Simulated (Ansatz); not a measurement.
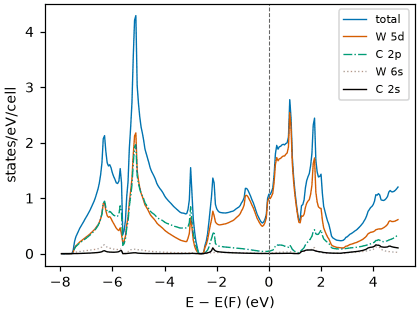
Figure: Total and projected density of states of WC (zinc blende, F-43m), DFT-PBEsol in the program Ansatz with PAW potentials

Problem. Which orbitals carry the states next to the Fermi level?

Solution. Within 0.5 eV of the Fermi level: W 5d 90 %, C 2p 7 %. Projections are on Löwdin-orthogonalised atomic valence shells; empty p or d shells of many metals are not among them.

Problem. Where is the tallest occupied peak in this window, and what makes it?

Solution. Near -5.1 eV, about 4.3 states/eV per cell; the largest projected share is W 5d.

The start of the workflow was typed in or built on a structure type; neither database checked (COD, Materials Project) lists it. It is not the phase usual at ambient conditions (space group No. 187). Symmetry was held in the PBEsol relaxation; its stability against distortions is not shown here. No spin polarisation was allowed. Its formation energy is positive at this level, so the cell may be metastable or incomplete. Scalar-relativistic: spin–orbit coupling is off unless named, which matters more the heavier the elements.

Potentials: the earlier of the program's two PAW sets. The files were generated under PBE; for other functionals the program regenerates the frozen cores, and for LDA and PBEsol the local potential too.
